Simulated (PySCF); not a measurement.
Vertical excitations of a molecule Cl2H4OSi2 from TDA-PBE/def2-SVPD (PySCF), as energy in eV (oscillator strength): 6.76 (0.001), 7.03 (0.004), 7.06 (0.003), 7.11 (0.011), 7.22 (0.022), 7.33 (0.002), 7.34 (0.002), 7.55 (0.035), 7.58 (0.028), 7.61 (0.021). Lowest triplet (TDA): 6.51 eV. Geometry: ωB97X-D3(BJ)/def2-SVP. The values are those of a single conformer.

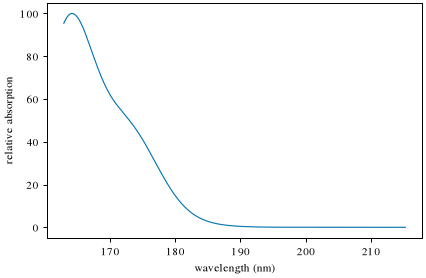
Fig. 1. The lines broadened by 0.4 eV.

Q: Pick the molecule that these values belong to.
(A) [SiH3]O[SiH](Cl)Cl
(B) O[Si@@H](Cl)[SiH2]Cl
(C) O[SiH2][SiH](Cl)Cl
(D) O[Si]([SiH3])(Cl)Cl

A: A, [SiH3]O[SiH](Cl)Cl
